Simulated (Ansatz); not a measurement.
Profile along the Ti–O line in SrTiO3 (cubic perovskite)

SrTiO3 (cubic perovskite)

```xyz
5
Lattice="3.8911 0.0000 0.0000 0.0000 3.8911 0.0000 0.0000 0.0000 3.8911" Properties=species:S:1:pos:R:3 pbc="T T T"
Sr     0.0000     0.0000     0.0000
Ti     1.9455     1.9455     1.9455
O      0.0000     1.9455     1.9455
O      1.9455     1.9455     0.0000
O      1.9455     0.0000     1.9455
```

Fields along a shortest Ti–O line of a {100} plane (1.95 Å), from Ti to O, interpolated on the slice's grid (step about 0.2 Å). All values below come from PBEsol (plane waves to 420 eV, PAW, scalar-relativistic; Ansatz, a quantum-chemistry and plane-wave program). k mesh 9×9×9. Near the nuclei the fields are pseudised (PAW); where an atom keeps semicore shells as valence, they peak there. SrTiO3 is run without spin polarisation. SrTiO3 was relaxed with its symmetry unable to fall.

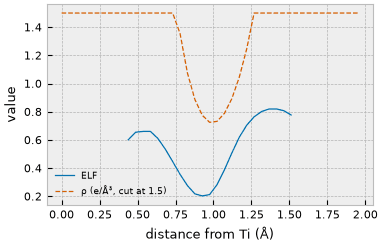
Fig. 1. ELF (away from the nuclei) and valence density from Ti to O.

Density on the Ti–O line (1.95 Å) at its midpoint: 0.72 e/Å³. ELF at that point: 0.21. Element round which the density of the highest valence band (whole band, smooth part) is largest on this plane: O.
